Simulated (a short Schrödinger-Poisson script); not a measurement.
Structure: MOS inversion layer, HfO2 on p-type Si(100), at 400 K.

```
layer  material  thickness (nm)  Na (cm⁻³)
-----  --------  --------------  ---------
1          HfO2            11.8          -
2            Si             490     7.7e17
```

Constants are typed, rounded textbook-type inputs, not results; the design itself was drawn at random and stands for no fabricated device. HfO2: permittivity 22, conduction-band edge (eV) 1.55, gap (eV) 5.7, electron mass (mₑ) 0.2. Si: permittivity 11.7, conduction-band edge (eV) 0, gap (eV) 1.124, Nv at 300 K (cm⁻³) 3.1e19.

Channel valleys (confinement mass, in-plane density-of-states mass, number): Δ2 0.916, 0.19, 2; Δ4 0.19, 0.417, 4. At the gate the conduction-band edge of layer 1 lies 2.01 eV − eVg above the Fermi level of the channel; the field vanishes at the back. Gaps are held at their typed values at every temperature. Mesh 0.03 nm at interfaces.

Solved with a short Schrödinger-Poisson script written for these runs: 1D Poisson equation in equilibrium, electrons quantum, Hartree (BenDaniel-Duke, 12 states a valley, the channel's in-plane mass for all, wave functions ending at the dielectric), parabolic valleys, classical holes, full ionisation, no traps, pinning or gate leakage.

Only gate voltages with over 1e8 electrons/cm² are shown.

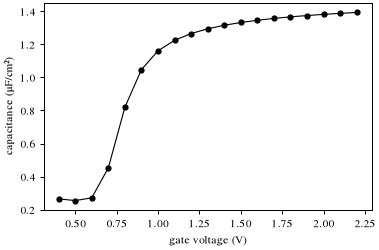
Figure: Quasi-static capacitance against gate voltage

| Vg (V) | electrons (cm⁻²) | C (μF/cm²) | Δ2 E0 (meV) | Δ2 E1 (meV) | Δ4 E0 (meV) | Δ4 E1 (meV) |
|---|---|---|---|---|---|---|
| 0.4 | 1.08e8 | 0.265 | 396.9 | 462.8 | 457.7 | 564.2 |
| 0.5 | 1.06e9 | 0.255 | 316.6 | 385.6 | 380.3 | 492.3 |
| 0.6 | 1.06e10 | 0.271 | 236.1 | 308.0 | 302.4 | 419.5 |
| 0.7 | 8.90e10 | 0.453 | 161.2 | 236.0 | 230.2 | 351.8 |
| 0.8 | 4.00e11 | 0.819 | 107.5 | 185.7 | 179.9 | 305.1 |
| 0.9 | 9.47e11 | 1.05 | 75.6 | 157.5 | 151.7 | 279.7 |
| 1 | 1.62e12 | 1.16 | 54.8 | 140.4 | 134.7 | 265.0 |
| 1.1 | 2.35e12 | 1.22 | 39.5 | 128.7 | 123.1 | 255.4 |
| 1.2 | 3.12e12 | 1.27 | 27.2 | 120.1 | 114.5 | 248.6 |
| 1.3 | 3.91e12 | 1.29 | 16.8 | 113.2 | 107.8 | 243.4 |
| 1.4 | 4.72e12 | 1.32 | 7.8 | 107.6 | 102.2 | 239.3 |
| 1.5 | 5.54e12 | 1.33 | -0.3 | 102.8 | 97.5 | 236.0 |
| 1.6 | 6.37e12 | 1.35 | -7.8 | 98.6 | 93.4 | 233.2 |
| 1.7 | 7.21e12 | 1.36 | -14.6 | 94.8 | 89.8 | 230.8 |
| 1.8 | 8.06e12 | 1.37 | -21.1 | 91.5 | 86.5 | - |
| 1.9 | 8.92e12 | 1.37 | -27.2 | 88.4 | 83.5 | - |
| 2 | 9.77e12 | 1.38 | -33.1 | - | - | - |
| 2.1 | 1.06e13 | 1.39 | - | - | - | - |
| 2.2 | 1.15e13 | 1.39 | - | - | - | - |

Subbands count from the Fermi level; a dash marks a level above the dielectric's band edge.
